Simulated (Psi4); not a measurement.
# CH3Cl2Si (SMILES [CH2][SiH](Cl)Cl) at UHF/3-21G

What is the vertical ionisation energy of CH3Cl2Si at UHF/3-21G? 

The results are computed with Psi4 1.11.

### Step 1. The structure to begin with

CH3Cl2Si: 7 atoms, total charge 0, spin state doublet. As SMILES, `[CH2][SiH](Cl)Cl`. The shape is that of a PBE0-D4/def2-TZVP optimisation. This is one conformer, not always the lowest.

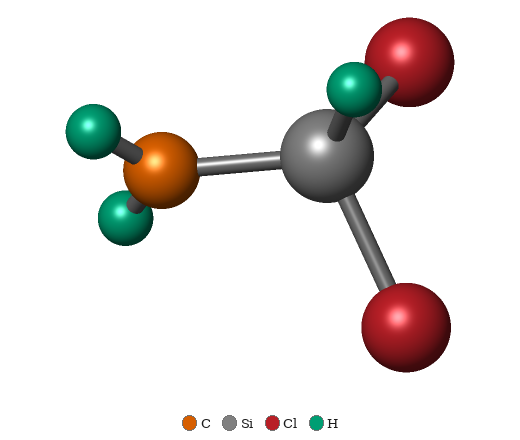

Viewed from a chosen angle; carbon orange, silicon grey, chlorine red, hydrogen teal.

### Step 2. Energy and forces at UHF/3-21G

The input, ch3cl2si.xyz:

```xyz
7
CH3Cl2Si
C     -0.692700     0.892600     0.197500
Si     0.466300    -0.499500    -0.003900
Cl     1.593800    -0.235400    -1.694300
Cl    -0.574000    -2.252500    -0.209200
H     -1.447700     1.127200    -0.545500
H     -0.668800     1.540600     1.067500
H      1.384500    -0.641000     1.142000
```

The input, job.py:

```python
import psi4

psi4.set_memory(2200000000)
psi4.set_num_threads(1)
psi4.set_output_file('output.dat', False)

with open('ch3cl2si.xyz') as f:
    atoms = ''.join(f.readlines()[2:])
geom = psi4.geometry('0 2\n' + atoms + 'symmetry c1')

options = {'basis': '3-21G', 'reference': 'uhf', 'puream': True, 'e_convergence': 1e-09, 'd_convergence': 1e-08, 'scf_type': 'pk', 'maxiter': 100}
psi4.set_options(options)

energy_value, wavefunction = psi4.gradient("scf", return_wfn=True)
psi4.oeprop(wavefunction, "MULLIKEN_CHARGES", "QUADRUPOLE", "WIBERG_LOWDIN_INDICES")
print('gradient / Eh bohr^-1')
print(energy_value.np.round(6))
print(f'energy = {wavefunction.energy():.10f} Eh')
```

The run is started by

```sh
python job.py
```

output.dat:

```text
[...]
  Running in c1 symmetry.
[...]
  Nuclear repulsion =  261.789143782980091
[...]
  Multiplicity = 2
[...]
  Nalpha       = 29
  Nbeta        = 28
[...]
    Number of basis functions: 54
[...]
   @UHF iter   1: -1241.38542011968207   -3.99744e-01   4.34519e-03 DIIS/ADIIS
[...]
   @UHF iter  13: -1241.43213559194078   -2.27374e-12   4.65670e-09 DIIS
[...]
   @S^2 Observed:                7.608168553E-01
[...]
  @UHF Final Energy: -1241.43213559194078
   => Energetics <=
    Nuclear Repulsion Energy =            261.7891437829800907
    One-Electron Energy =               -2237.9888109776720739
    Two-Electron Energy =                 734.7675316027512054
    Total Energy =                      -1241.4321355919407779
  UHF NO Occupations:
  HONO-2 :   27  A 1.9988026
  HONO-1 :   28  A 1.9970854
[...]
  -Total Gradient:
     Atom            X                  Y                   Z
    ------   -----------------  -----------------  -----------------
       1        0.016204804221    -0.019556561328    -0.002965325148
       2       -0.010135073722    -0.019069603701    -0.040549222087
       3       -0.026076520370    -0.006669868951     0.037018550502
       4        0.023303883953     0.039287686302     0.003194392281
       5       -0.004600623612     0.001623172913    -0.004276810573
       6       -0.000255758161     0.004188655686     0.005081010458
       7        0.001559287682     0.000196519083     0.002497404574
[...]
 Multipole Moments:
 ------------------------------------------------------------------------------------
     Multipole            Electronic (a.u.)      Nuclear  (a.u.)        Total (a.u.)
 ------------------------------------------------------------------------------------
 L = 1.  Multiply by 2.5417464519 to convert [e a0] to [Debye]
 Dipole X            :          1.6812056           -1.9619314           -0.2807258
 Dipole Y            :         -3.9641051            4.9504236            0.9863185
 Dipole Z            :         -2.9297933            3.8587550            0.9289617
 Magnitude           :                                                    1.3836911
 L = 2.  Multiply by 1.3450342976 to convert [e a0^2] to [Debye ang]
 Quadrupole XX       :       -225.4458506          188.7975590          -36.6482916
 Quadrupole XY       :        -71.1184825           67.7962480           -3.3222345
[...]
  Mulliken Charges: (a.u.)
   Center  Symbol    Alpha    Beta     Spin     Total
       1     C     4.04794  2.82943  1.21851 -0.87738
       2    SI     6.28355  6.32694 -0.04339  1.38950
       3    CL     8.72606  8.70752  0.01854 -0.43358
       4    CL     8.72557  8.70814  0.01742 -0.43371
       5     H     0.32139  0.42408 -0.10269  0.25453
       6     H     0.32364  0.42773 -0.10410  0.24863
       7     H     0.57184  0.57615 -0.00430 -0.14799
   Total alpha = 29.00000, Total beta = 28.00000, Total charge =  0.00000
  Wiberg Bond Indices using Orthogonal Lowdin Orbitals:
[...]
```

On the terminal:

```text
gradient / Eh bohr^-1
[[ 0.016205 -0.019557 -0.002965]
 [-0.010135 -0.01907  -0.040549]
 [-0.026077 -0.00667   0.037019]
 [ 0.023304  0.039288  0.003194]
 [-0.004601  0.001623 -0.004277]
 [-0.000256  0.004189  0.005081]
 [ 0.001559  0.000197  0.002497]]
energy = -1241.4321355919 Eh
```

It took 3.6 s on 1 thread of Intel Xeon Platinum 8259CL at 2.50GHz (Skylake/Cascade Lake), shared host; peak memory 0.19 GiB.

### Step 3. The singlet cation

ch3cl2si.xyz is that of step 2.

The input, ch3cl2si_ase.py:

```python
import numpy as np
from ase.calculators.psi4 import Psi4
from ase.io import read

a = read('ch3cl2si.xyz')
calc = Psi4(atoms=a, method='hf', basis='3-21G', memory='2200MB', num_threads=1, charge=1, multiplicity=1, label='psi4-calc')
calc.psi4.set_options({'puream': True, 'e_convergence': 1e-09, 'd_convergence': 1e-08, 'scf_type': 'pk'})
a.calc = calc

forces = a.get_forces()
print(f'energy: {a.get_potential_energy():.6f} eV')
print('forces / eV A^-1')
print(np.round(forces, 5))
```

The run is started by

```sh
python ch3cl2si_ase.py
```

psi4-calc.dat:

```text
[...]
  Running in c1 symmetry.
[...]
  Nuclear repulsion =  261.789143782980091
[...]
  Multiplicity = 1
[...]
  Nalpha       = 28
  Nbeta        = 28
[...]
    Number of basis functions: 54
[...]
   @RHF iter   1: -1240.97822429501662    7.45153e-03   5.84393e-03 DIIS/ADIIS
[...]
   @RHF iter  13: -1241.06394854636028   -3.63798e-12   4.16167e-09 DIIS
[...]
    Orbital Energies [Eh]
    ---------------------
    Doubly Occupied:
       1A   -104.307062     2A   -104.306383     3A    -68.621447
       4A    -11.607290     5A    -10.702489     6A    -10.701658
       7A     -8.165116     8A     -8.164481     9A     -8.160874
      10A     -8.160634    11A     -8.160221    12A     -8.159984
      13A     -6.435135    14A     -4.531477    15A     -4.530522
      16A     -4.528785    17A     -1.345404    18A     -1.297502
      19A     -1.266530    20A     -0.977026    21A     -0.953790
      22A     -0.821373    23A     -0.752058    24A     -0.733372
      25A     -0.671323    26A     -0.663904    27A     -0.650168
      28A     -0.646888
[...]
  @RHF Final Energy: -1241.06394854636028
   => Energetics <=
    Nuclear Repulsion Energy =            261.7891437829800907
    One-Electron Energy =               -2225.6603864396111021
    Two-Electron Energy =                 722.8072941102706181
    Total Energy =                      -1241.0639485463602796
[...]
 Multipole Moments:
 ------------------------------------------------------------------------------------
     Multipole            Electronic (a.u.)      Nuclear  (a.u.)        Total (a.u.)
 ------------------------------------------------------------------------------------
 L = 1.  Multiply by 2.5417464519 to convert [e a0] to [Debye]
 Dipole X            :          0.3387272           -1.9619314           -1.6232043
 Dipole Y            :         -1.8059371            4.9504236            3.1444865
 Dipole Z            :         -1.9677387            3.8587550            1.8910163
 Magnitude           :                                                    4.0122974
[...]
  -Total Gradient:
     Atom            X                  Y                   Z
    ------   -----------------  -----------------  -----------------
       1        0.039924429944    -0.045161648510    -0.002111298851
       2       -0.065110164195     0.051198401983    -0.026021430808
       3       -0.013228029737    -0.016384157468     0.027351830988
       4        0.027021945719     0.021391372613    -0.000346069133
       5        0.000752246641    -0.001987331812    -0.001738943031
       6        0.002332298287    -0.001177791649     0.001529967064
       7        0.008307273330    -0.007878845154     0.001335943778
[...]
```

On the terminal:

```text
energy: -33771.070185 eV
forces / eV A^-1
[[-2.053    2.32231  0.10857]
 [ 3.3481  -2.63273  1.33808]
 [ 0.68021  0.84251 -1.40649]
 [-1.38952 -1.09999  0.0178 ]
 [-0.03868  0.10219  0.08942]
 [-0.11993  0.06056 -0.07867]
 [-0.42718  0.40515 -0.0687 ]]
```

It took 4.2 s on 1 thread of Intel Xeon Platinum 8259CL at 2.50GHz (Skylake/Cascade Lake), shared host; peak memory 0.21 GiB.

### Step 4. Summary of results

Level: UHF/3-21G.

```
                                            quantity           value
                      doublet CH3Cl2Si: total energy  -1241.43214 Eh
                     doublet CH3Cl2Si: dipole moment          3.52 D
doublet CH3Cl2Si: HOMO energy (highest over α and β)       -11.64 eV
 doublet CH3Cl2Si: LUMO energy (lowest over α and β)         1.17 eV
                              doublet CH3Cl2Si: ⟨S²⟩           0.761
          doublet CH3Cl2Si: largest force on an atom      2.362 eV/Å
                        singlet cation: total energy  -1241.06395 Eh
                         singlet cation: HOMO energy       -17.60 eV
                         singlet cation: LUMO energy        -8.41 eV
                       singlet cation: HOMO–LUMO gap         9.20 eV
            singlet cation: largest force on an atom      4.464 eV/Å
  vertical ionisation energy (to the singlet cation)       10.019 eV
```

In words: Removing an electron at fixed nuclei costs 10.02 eV (231 kcal/mol). The largest force (doublet CH3Cl2Si) is 2.36 eV/Å: the shape isn't a stationary point for this species at this level. Only the singlet of the ionised species was computed; a triplet could lie lower. Mulliken charges (doublet CH3Cl2Si) run from -0.88 on C1 to +1.39 on Si2.
